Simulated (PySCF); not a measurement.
## Electronic structure of Br$_{4}$H$_{6}$HfN$_{2}$ (trans-Hf(NH3)2Br4) in real space

Input

```
{"job": {"kind": "uv", "xc": "B3LYP", "basis": "def2-SVPD", "ip": true, "nstates": 10}, "charge": 0, "multiplicity": 1}
Hf     0.016445    -0.011703     0.001923
N     -0.011643    -0.044717     2.331881
H     -0.450432     0.801910     2.700030
H      0.933619    -0.095339     2.717872
H     -0.536563    -0.845882     2.688276
N      0.009590     0.040589    -2.328834
H      0.504545     0.860049    -2.686434
H     -0.948208     0.079862    -2.683970
H      0.451475    -0.791309    -2.724949
Br     2.591361    -0.073811     0.011969
Br    -2.561732     0.048792     0.035616
Br     0.082029     2.565254     0.033977
Br    -0.049856    -2.585825    -0.075169
```

Run with:

```sh
OMP_NUM_THREADS=1 python probes_run.py task.json out
```

Geometry: PBE0-D3(BJ)/def2-SVP; core potentials replace the inner electrons of Hf.

Method: PySCF 2.14.0, B3LYP/def2-SVPD, SCF density, gas phase, scalar-relativistic core potentials on the heavy atoms.

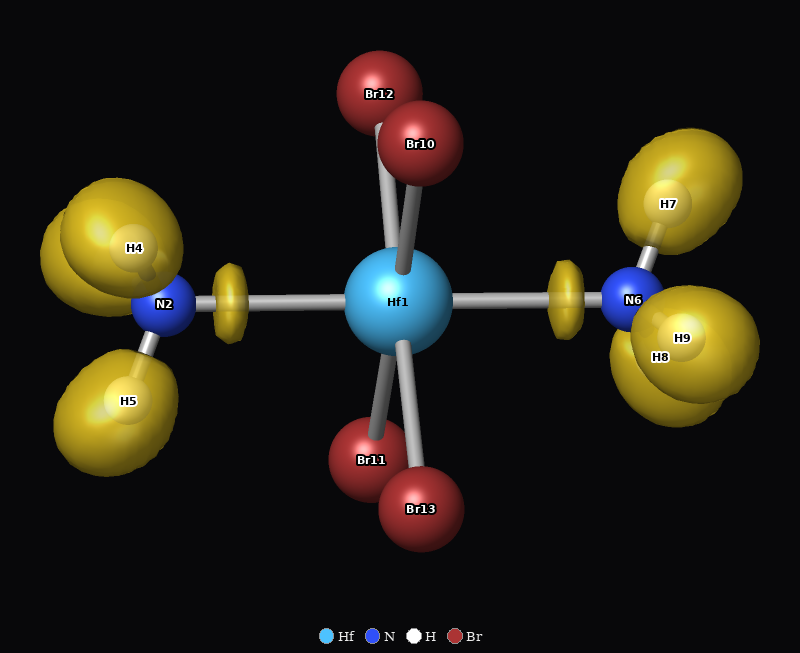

Figure 1. Isosurface of the electron localisation function at 0.9 (yellow), seen across its widest extent. Core shells and regions of very low density are left out.

**What do the ELF domains correspond to?**

The surface consists of six regions around hydrogen nuclei and two lobes of the valence shell of N pointing towards Hf. Along the contacts the grid gives the following. Hf–N (2.33 Å): the ELF is about 0.20 at the midpoint. Hf–Br (2.58 Å): the ELF peaks at about 0.80 in the valence shell of Br, 1.0 Å from its nucleus, and is about 0.40 at the midpoint.

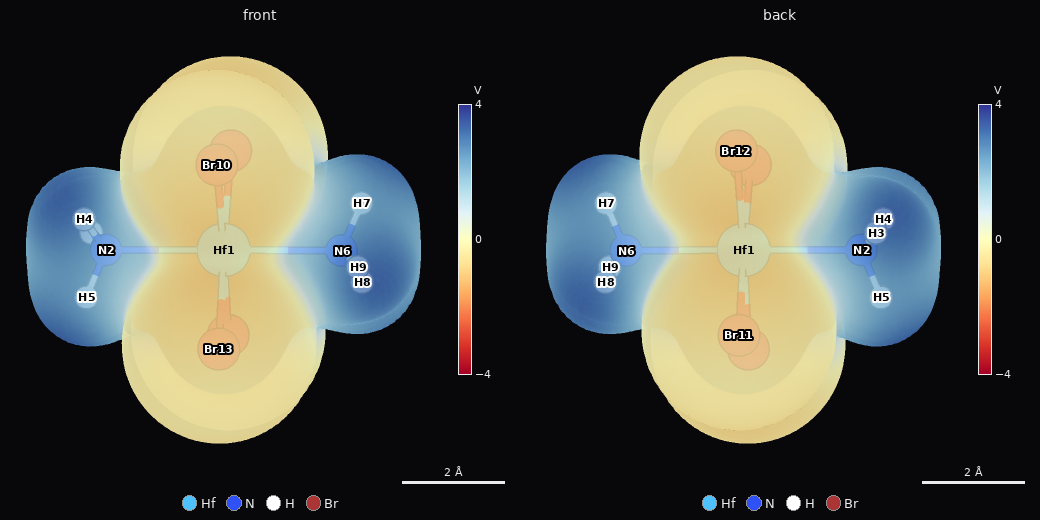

Figure 2. The molecular electrostatic potential painted on the density surface at 0.004 e/bohr³, seen from the front and from behind; red is negative and blue positive.

**Where is the surface potential most negative and most positive?**

The most negative region (about −0.9 V) lies over Br10, Br11, Br12 and Br13, the most positive (about +3.3 V) over the H atoms.

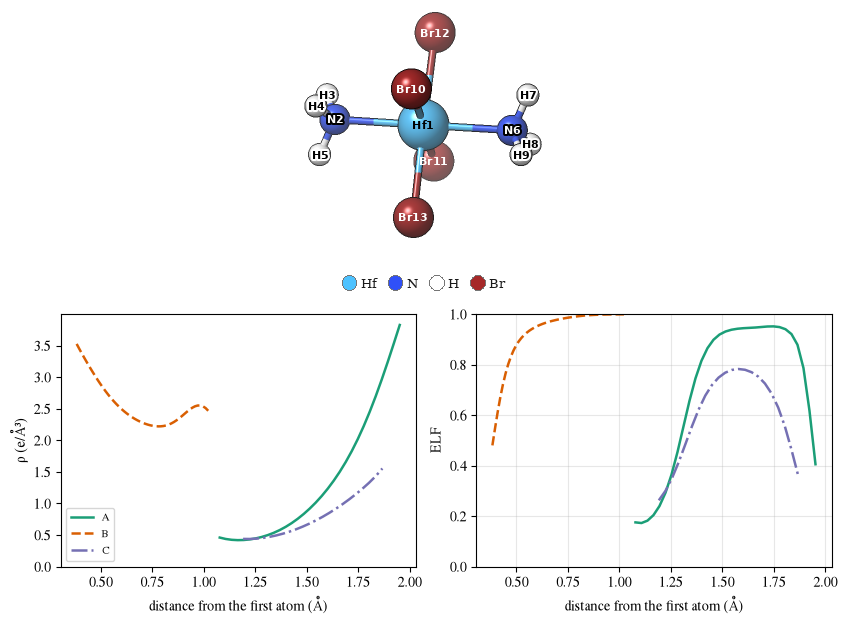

Figure 3. Electron density and ELF along straight lines between neighbouring atoms. The curves leave out the atomic cores. The structure is drawn too.

**Which curve belongs to which contact (Hf–Br, Hf–N and N–H)? The first atom named is at distance zero.**

Curve A: Hf–N (2.33 Å): the density is about 0.42 e/Å³ at the midpoint; the ELF is about 0.20 at the midpoint. Curve B: N–H (1.02 Å): the density is about 2.8 e/Å³ at the midpoint; the ELF climbs to about 1 towards the hydrogen, as it does in any bond to H: an ordinary covalent bond to hydrogen. Curve C: Hf–Br (2.58 Å): the density is about 0.45 e/Å³ at the midpoint; the ELF peaks at about 0.80 in the valence shell of Br, 1.0 Å from its nucleus, and is about 0.40 at the midpoint.
